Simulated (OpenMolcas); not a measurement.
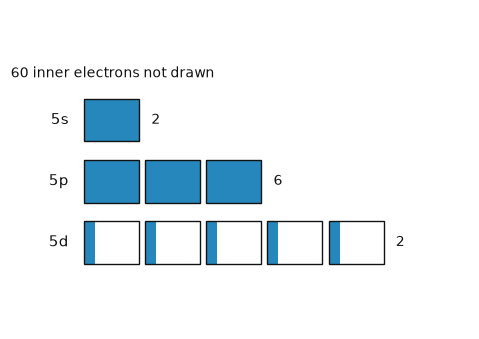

Fig. 1: The outer shells of the leading configuration of the lowest level: a box for each of the 2l + 1 orbitals, shaded by the share of the shell that is filled, with the electron count at the right.

**Multiconfigurational calculation for W⁴⁺ complex**

System: W⁴⁺ with 6 ligands (NH3; octahedron, 2.08 Å), with no charges around it.
Method: state-averaged CASSCF, active space 2 electrons in the shell 5d, basis ANO-RCC-VDZP on the metal and ANO-RCC-VDZP on the ligands, DKH2 scalar Hamiltonian, spin-orbit coupling by RASSI with atomic mean-field integrals (OpenMolcas).

## Key numbers

```tsv
quantity	value
outcome	converged
energy of the lowest spin-free term	−16463.32499 hartree
energy of the lowest spin-orbit level	−16463.33475 hartree
largest spread among components of a term	0.0 cm⁻¹
hardware	1 thread of Arm Neoverse V1, 24 GiB of memory available, shared host
wall time	93 s
peak memory	0.6 GiB
```

## Notes

Without dynamic correlation the splittings between terms come out too large, often by 20 to 50 %. Caveats: orbital doublet at a regular site, Jahn-Teller distortion not allowed for; covalent bonds, ligand orbitals missing from the active space; distances are set from ionic radii, not optimised.

## The input
```
&GATEWAY
Coord
25

W 0.0 0.0 0.0
N 2.080000 0.000000 0.000000
H 2.462099 0.945728 0.000000
H 2.462099 -0.472864 0.819024
H 2.462099 -0.472864 -0.819024
N 0.000000 2.080000 0.000000
H 0.000000 2.462099 0.945728
H 0.819024 2.462099 -0.472864
H -0.819024 2.462099 -0.472864
N -2.080000 0.000000 0.000000
H -2.462099 -0.945728 0.000000
H -2.462099 0.472864 -0.819024
H -2.462099 0.472864 0.819024
N 0.000000 -2.080000 0.000000
H 0.000000 -2.462099 -0.945728
H -0.819024 -2.462099 0.472864
H 0.819024 -2.462099 0.472864
N 0.000000 0.000000 2.080000
H 0.945728 0.000000 2.462099
H -0.472864 0.819024 2.462099
H -0.472864 -0.819024 2.462099
N 0.000000 0.000000 -2.080000
H -0.945728 0.000000 -2.462099
H 0.472864 -0.819024 -2.462099
H 0.472864 0.819024 -2.462099
Basis=W.ANO-RCC-VDZP,H.ANO-RCC-VDZP,N.ANO-RCC-VDZP
Group=XYZ
NoMove
AngMom=0.0 0.0 0.0
AMFI
RICD
&SEWARD
&RASSCF
FileOrb=start.orb
Symmetry=1
Spin=3
nActEl=2 0 0
Inactive=30 34
Ras2=5 0
CIRoot=10 10 1
SDav=10
CIMx=300
Iter=150 100
PrWF=0.3
OrbListing=Nothing
MaxOrb=0
LevShft=1.0
>>> COPY $Project.JobIph JOB001
&RASSCF
FileOrb=start.orb
Symmetry=1
Spin=1
nActEl=2 0 0
Inactive=30 34
Ras2=5 0
CIRoot=15 15 1
SDav=15
CIMx=300
Iter=150 100
PrWF=0.3
OrbListing=Nothing
MaxOrb=0
LevShft=1.0
>>> COPY $Project.JobIph JOB002
&RASSI
NrOfJobIphs=2 10 15
1 2 3 4 5 6 7 8 9 10
1 2 3 4 5 6 7 8 9 10 11 12 13 14 15
IphNames
JOB001
JOB002
EJob
SpinOrbit
DIPRint=1.0
SOCoupling=1000.0
Subsets=2
Property=9
'ANGMOM' 1 'ANGMOM' 2 'ANGMOM' 3 'MLTPL  1' 1 'MLTPL  1' 2 'MLTPL  1' 3
'AMFI' 1 'AMFI' 2 'AMFI' 3
SOProperty=3
'ANGMOM' 1 'ANGMOM' 2 'ANGMOM' 3
```

The file start.orb holds starting orbitals from an earlier step. A driver script formed the levels outside the program, from RASSI's spin-orbit matrix and the active-space energies, averaged over the components of each term or state.

Launched with:
```bash
OMP_NUM_THREADS=1 MOLCAS_MEM=2457 MOLCAS_PROJECT=a pymolcas a.inp > a.log  # once for each step of the input, in one work folder
```

## The program's output (extracts)
```
--- SEWARD ---
Basis set label: W.ANO-RCC...7S6P4D2F1G.

      Electronic valence basis set:
      ------------------
      Associated Effective Charge  74.000000 au
      Associated Actual Charge     74.000000 au
      Nuclear Model: Point charge

      Shell  nPrim  nBasis  Cartesian Spherical Contaminant
         s      24       7        X
         p      21       6        X
         d      15       4                 X
         f      11       2                 X
         g       4       1                 X
                  Relativistic Douglas-Kroll-Hess integrals:
                    - DKH order of Hamiltonian: 2
                    - DKH order of Properties : 0
                  Atomic mean-field integrals
--- RASSCF ---
Wave function specifications:
      -----------------------------

      Number of closed shell electrons         128
      Number of electrons in active shells       2
      Max number of holes in RAS1 space          0
      Max nr of electrons in RAS3 space          0
      Number of inactive orbitals               64
      Number of active orbitals                  5
      Number of secondary orbitals             173
      Spin quantum number                      1.0
      State symmetry                             1
Orbital specifications:
      -----------------------

      Symmetry species                           1   2
                                                ag  au
      Frozen orbitals                            0   0
      Inactive orbitals                         30  34
      Active orbitals                            5   0
      RAS1 orbitals                              0   0
      RAS2 orbitals                              5   0
      RAS3 orbitals                              0   0
      Secondary orbitals                        88  85
      Deleted orbitals                           0   0
      Number of basis functions                123 119
      Number of CSFs                            10
      Number of root(s) required                10
      Iter CI   SX   CI       RASSCF       Energy    max ROT     max BLB   max BLB  Level Ln srch  Step   QN
          iter iter root      energy       change     param      element    value   shift minimum  type update
 Nr of preliminary CI iterations:   1
      Total energies have been shifted. Add               -16000.00 au
        1   1   12    0  -462.53576145    0.00E+00   1.56E-01*  29  33 1  3.64E-01*  0.71   0.00    SX    NO
        2   1   12    0  -462.99936235   -4.64E-01*  9.70E-02   29  33 1  2.21E-01*  0.66   0.00    SX    NO
        3   1   11    0  -463.09822245   -9.89E-02* -4.73E-02   29  33 1  1.12E-01*  0.71   0.00    SX    NO
        4   1   11    0  -463.12069307   -2.25E-02*  2.12E-02   29  33 1  5.17E-02*  0.73   0.00    SX    NO
        5   1   11    0  -463.12745653   -6.76E-03* -2.52E-02   29  33 1  3.50E-02*  0.73   1.17    QN   YES
        6   1   10    0  -463.13089020   -3.43E-03* -5.38E-03   11  36 2  8.24E-03*  0.73   1.23    QN   YES
        7   1    9    0  -463.13106160   -1.71E-04* -8.61E-04   25  74 1 -1.03E-03*  0.73   1.11    QN   YES
        8   1    8    0  -463.13106995   -8.36E-06* -3.58E-04   25  74 1 -3.89E-04*  0.73   1.42    LS   YES
        9   1    8    0  -463.13107070   -7.46E-07* -1.62E-04   11  36 2 -4.58E-04*  0.73   0.98    QN   YES
       10   1    7    0  -463.13107135   -6.52E-07* -6.84E-05   23  31 1  9.46E-05   0.73   1.42    LS   YES
       11   1    7    0  -463.13107141   -6.20E-08*  7.82E-05   29  33 1  1.04E-04*  0.73   1.00    QN   YES
       12   1    6    0  -463.13107147   -5.79E-08*  7.53E-05   29  33 1  4.56E-05   0.73   1.96    LS   YES
       13   1    6    0  -463.13107149   -1.83E-08* -2.05E-05    7  45 2 -2.41E-05   0.73   0.99    QN   YES
       14   1    6    0  -463.13107150   -4.68E-09  -2.13E-05   25  61 1  8.56E-06   0.73   1.86    QN   YES
      Convergence after 14 iterations
       15   1    6    0  -463.13107150   -1.48E-09  -2.13E-05   25  74 1 -2.55E-06   0.73   1.86    QN   YES
      Natural orbitals and occupation numbers for root  1
      sym 1:   0.999025   0.999025   0.000975   0.000975   0.000000
      Natural orbitals and occupation numbers for root  2
      sym 1:   0.999025   0.000975   0.000975   0.999025  -0.000000
      Natural orbitals and occupation numbers for root  3
      sym 1:  -0.000000   0.999996   0.000004   0.999996   0.000004
::    RASSCF root number  1 Total energy: -16463.32499252
::    RASSCF root number  2 Total energy: -16463.32499252
::    RASSCF root number  3 Total energy: -16463.32267689
::    RASSCF root number  4 Total energy: -16463.09686538
::    RASSCF root number  5 Total energy: -16463.09686538
::    RASSCF root number  6 Total energy: -16463.09564282
::    RASSCF root number  7 Total energy: -16463.06247662
::    RASSCF root number  8 Total energy: -16463.06247662
::    RASSCF root number  9 Total energy: -16463.06133329
::    RASSCF root number 10 Total energy: -16462.86239293
--- RASSCF ---
Wave function specifications:
      -----------------------------

      Number of closed shell electrons         128
      Number of electrons in active shells       2
      Max number of holes in RAS1 space          0
      Max nr of electrons in RAS3 space          0
      Number of inactive orbitals               64
      Number of active orbitals                  5
      Number of secondary orbitals             173
      Spin quantum number                      0.0
      State symmetry                             1
Orbital specifications:
      -----------------------

      Symmetry species                           1   2
                                                ag  au
      Frozen orbitals                            0   0
      Inactive orbitals                         30  34
      Active orbitals                            5   0
      RAS1 orbitals                              0   0
      RAS2 orbitals                              5   0
      RAS3 orbitals                              0   0
      Secondary orbitals                        88  85
      Deleted orbitals                           0   0
      Number of basis functions                123 119
      Number of CSFs                            15
      Number of root(s) required                15
      Iter CI   SX   CI       RASSCF       Energy    max ROT     max BLB   max BLB  Level Ln srch  Step   QN
          iter iter root      energy       change     param      element    value   shift minimum  type update
 Nr of preliminary CI iterations:   1
      Total energies have been shifted. Add               -16000.00 au
        1   1   12    0  -463.08817383    0.00E+00  -7.79E-03   34  49 1 -4.72E-03*  0.72   0.00    SX    NO
        2   1   11    0  -463.08853731   -3.63E-04*  3.18E-03   30  35 1 -2.61E-03*  0.72   0.00    SX    NO
        3   1   11    0  -463.08863226   -9.50E-05*  1.63E-03   30  35 1 -1.46E-03*  0.72   0.00    SX    NO
        4   1   10    0  -463.08866163   -2.94E-05*  7.25E-04   30  35 1 -9.60E-04*  0.72   0.00    SX    NO
        5   1   10    0  -463.08867173   -1.01E-05*  7.80E-04   30  35 1 -4.93E-04*  0.72   2.08    LS   YES
        6   1    9    0  -463.08867541   -3.68E-06* -6.05E-04   16  36 2 -1.68E-03*  0.72   1.00    QN   YES
        7   1    9    0  -463.08867763   -2.22E-06*  2.34E-04   16  36 2  7.09E-04*  0.72   0.76    QN   YES
        8   1    8    0  -463.08867825   -6.19E-07* -2.15E-04   16  36 2  7.52E-05   0.72   1.60    QN   YES
        9   1    8    0  -463.08867847   -2.19E-07* -1.74E-04   16  36 2 -1.01E-04*  0.72   1.81    LS   YES
       10   1    8    0  -463.08867849   -1.90E-08*  7.07E-05   16  36 2 -2.43E-04*  0.72   0.63    QN   YES
       11   1    7    0  -463.08867854   -4.95E-08* -3.56E-05   16  36 2 -6.01E-05   0.72   1.33    QN   YES
       12   1    6    0  -463.08867854   -7.02E-09   1.31E-05   28  51 1 -7.64E-06   0.72   2.50    QN   YES
      Convergence after 12 iterations
       13   1    6    0  -463.08867854   -1.00E-09   1.31E-05   16  36 2  9.06E-06   0.72   2.50    QN   YES
      Natural orbitals and occupation numbers for root  1
      sym 1:   0.295602   1.408794   0.000001   0.295602   0.000001
      Natural orbitals and occupation numbers for root  2
      sym 1:   1.028901   0.969450   0.000305   0.001177   0.000166
      Natural orbitals and occupation numbers for root  3
      sym 1:   0.002232   0.953006   0.000335   1.044149   0.000278
::    RASSCF root number  1 Total energy: -16463.28257895
::    RASSCF root number  2 Total energy: -16463.28187711
::    RASSCF root number  3 Total energy: -16463.28187711
::    RASSCF root number  4 Total energy: -16463.27916280
::    RASSCF root number  5 Total energy: -16463.27916280
::    RASSCF root number  6 Total energy: -16463.22078218
::    RASSCF root number  7 Total energy: -16463.05599253
::    RASSCF root number  8 Total energy: -16463.05599253
::    RASSCF root number  9 Total energy: -16463.05448443
::    RASSCF root number 10 Total energy: -16463.04445394
::    RASSCF root number 11 Total energy: -16463.04445394
::    RASSCF root number 12 Total energy: -16463.04331945
::    RASSCF root number 13 Total energy: -16462.81769755
::    RASSCF root number 14 Total energy: -16462.81769755
::    RASSCF root number 15 Total energy: -16462.77064529
--- RASSI ---
SPIN-FREE ENERGIES:
  (Shifted by EMIN (a.u.) =     -16463.3249925196)

 SF State       Relative EMIN(au)   Rel lowest level(eV)    D:o, cm**(-1)

     1             0.0000000000        0.0000000000              0.0000
     2             0.0000000000        0.0000000000              0.0000
     3             0.0023156296        0.0630114907            508.2219
    11             0.0424135664        1.1541319373           9308.7018
    12             0.0431154114        1.1732301135           9462.7390
    13             0.0431154114        1.1732301135           9462.7390
    14             0.0458297234        1.2470903056          10058.4617
    15             0.0458297234        1.2470903056          10058.4617
    16             0.1042103426        2.8357078842          22871.5265
     4             0.2281271400        6.2076557186          50068.1199
     5             0.2281271400        6.2076557186          50068.1199
     6             0.2293496996        6.2409232609          50336.4408
     7             0.2625158979        7.1434214945          57615.5799
     8             0.2625158979        7.1434214945          57615.5799
     9             0.2636592248        7.1745330040          57866.5112
    17             0.2689999939        7.3198627329          59038.6745
    18             0.2689999939        7.3198627329          59038.6745
    19             0.2705080858        7.3609000054          59369.6624
    20             0.2805385776        7.6338435912          61571.1009
    21             0.2805385776        7.6338435912          61571.1009
    22             0.2816730660        7.6647145951          61820.0923
    10             0.4625995939       12.5879762257         101528.8753
    23             0.5072949705       13.8041993821         111338.3766
    24             0.5072949705       13.8041993821         111338.3766
    25             0.5543472261       15.0845564826         121665.1531
     Dipole printing threshold changed to   1.00000000E+00
Eigenvalues of complex Hamiltonian:
   -----------------------------------
  (Shifted by EMIN (a.u.) =     -16463.3249925196)

 SO State       Relative EMIN(au)   Rel lowest level(eV)    D:o, cm**(-1)

     1            -0.0097547189        0.0000000001              0.0000
     2            -0.0097547189        0.0000000000              0.0000
     3            -0.0088088220        0.0257391644            207.6004
     4            -0.0088088220        0.0257391642            207.6004
     5            -0.0081295856        0.0442221305            356.6755
     6             0.0056683191        0.4196822434           3384.9656
     7             0.0069043454        0.4533162316           3656.2420
     8             0.0069043454        0.4533162316           3656.2420
     9             0.0107774394        0.5587084903           4506.2879
    10             0.0423599300        1.4181118404          11437.8434
    11             0.0434242146        1.4470724991          11671.4268
    12             0.0434242146        1.4470724989          11671.4268
    13             0.0458269061        1.5124530645          12198.7566
    14             0.0458269061        1.5124530647          12198.7566
    15             0.1052899929        3.1305260891          25249.3957
    16             0.2226453851        6.3239289943          51005.9272
    17             0.2250263432        6.3887181644          51528.4871
    18             0.2253479128        6.3974685191          51599.0634
    19             0.2253479128        6.3974685192          51599.0634
    20             0.2298187699        6.5191267365          52580.3031
    21             0.2298187699        6.5191267365          52580.3031
    22             0.2307874358        6.5454854791          52792.9007
    23             0.2307874358        6.5454854792          52792.9007
    24             0.2309518884        6.5499604625          52828.9939
    25             0.2559061461        7.2290004073          58305.8204
    26             0.2586258813        7.3030081720          58902.7333
    27             0.2592895939        7.3210687127          59048.4014
    28             0.2592895939        7.3210687128          59048.4014
    29             0.2600627032        7.3421060894          59218.0793
    30             0.2600627032        7.3421060892          59218.0793
    31             0.2610086236        7.3678458939          59425.6848
    32             0.2688819362        7.5820896447          61153.6772
    33             0.2688819362        7.5820896445          61153.6772
    34             0.2766981803        7.7947804821          62869.1445
    35             0.2766981803        7.7947804823          62869.1445
    36             0.2776393963        7.8203922721          63075.7175
    37             0.2827967706        7.9607315761          64207.6303
    38             0.2827967706        7.9607315761          64207.6303
    39             0.2837743399        7.9873325924          64422.1820
    40             0.4646898828       12.9102953078         104128.5540
    41             0.4646898828       12.9102953079         104128.5540
Weights of the five most important spin-orbit-free states for each spin-orbit state.

 SO State  Total energy (au)           Spin-free states, spin, and weights
 -------------------------------------------------------------------------------------------------------
    1        -0.009755       2 1.0  0.4687    1 1.0  0.4550    3 1.0  0.0402   15 0.0  0.0124   14 0.0  0.0117
    2        -0.009755       1 1.0  0.4687    2 1.0  0.4550    3 1.0  0.0402   14 0.0  0.0124   15 0.0  0.0117
    3        -0.008809       3 1.0  0.3699    2 1.0  0.3570    1 1.0  0.2359   12 0.0  0.0274    6 1.0  0.0036
    4        -0.008809       3 1.0  0.3699    1 1.0  0.3570    2 1.0  0.2359   13 0.0  0.0274    6 1.0  0.0036
    5        -0.008130       3 1.0  0.5868    2 1.0  0.1882    1 1.0  0.1882   11 0.0  0.0304   19 0.0  0.0027
    6         0.005668       1 1.0  0.4981    2 1.0  0.4981    6 1.0  0.0015   22 0.0  0.0010    5 1.0  0.0004
    7         0.006904       3 1.0  0.5670    2 1.0  0.2557    1 1.0  0.1731    5 1.0  0.0009    4 1.0  0.0009
    8         0.006904       3 1.0  0.5670    1 1.0  0.2557    2 1.0  0.1731    4 1.0  0.0009    5 1.0  0.0009
    9         0.010777       3 1.0  0.3796    2 1.0  0.2941    1 1.0  0.2941   16 0.0  0.0289    8 1.0  0.0011
   10         0.042360      11 0.0  0.9615    3 1.0  0.0185    2 1.0  0.0065    1 1.0  0.0065    5 1.0  0.0025
   11         0.043424      13 0.0  0.9290   12 0.0  0.0190    3 1.0  0.0175    1 1.0  0.0130   15 0.0  0.0118
   12         0.043424      12 0.0  0.9290   13 0.0  0.0190    3 1.0  0.0175    2 1.0  0.0130   14 0.0  0.0118
```

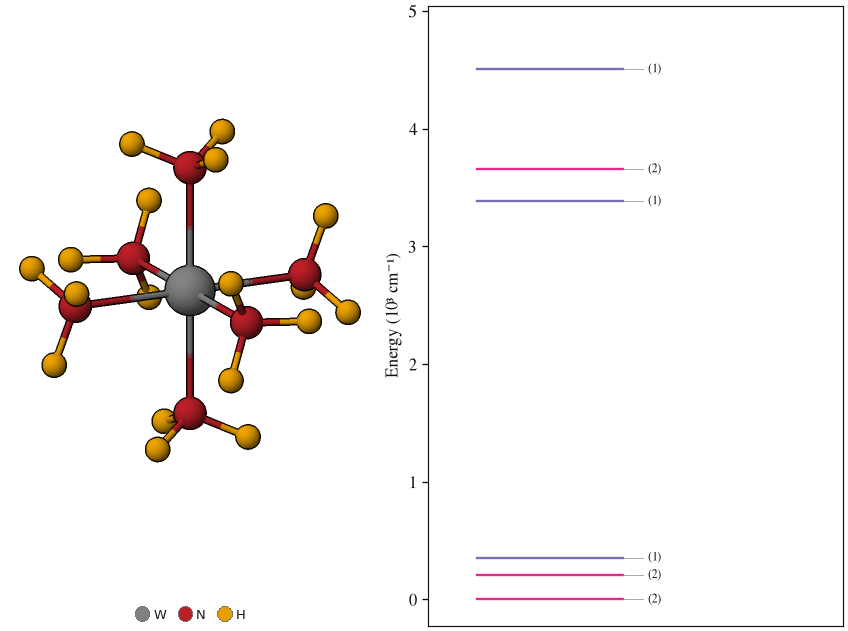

Fig. 2: W⁴⁺ (5d²) with 6 ligands, NH₃, at 2.08 Å (arrangement: octahedron, Ci), and its levels. Labels give the representation in O, Td, D4 or D3 as the site allows (double group for half-integer spin) where it could be assigned and, in brackets, the degeneracy; spin-free states, where drawn, share the zero of the spin-orbit levels. The ground level is doubly degenerate, 97 % from states of spin multiplicity 3. Its principal g values are 0.00, 0.00 and 1.50, easy-axis. The next level lies at 208 cm⁻¹. The active orbitals hold 67 to 88 % metal character (Löwdin), and the Mulliken charge of the metal is +2.40.
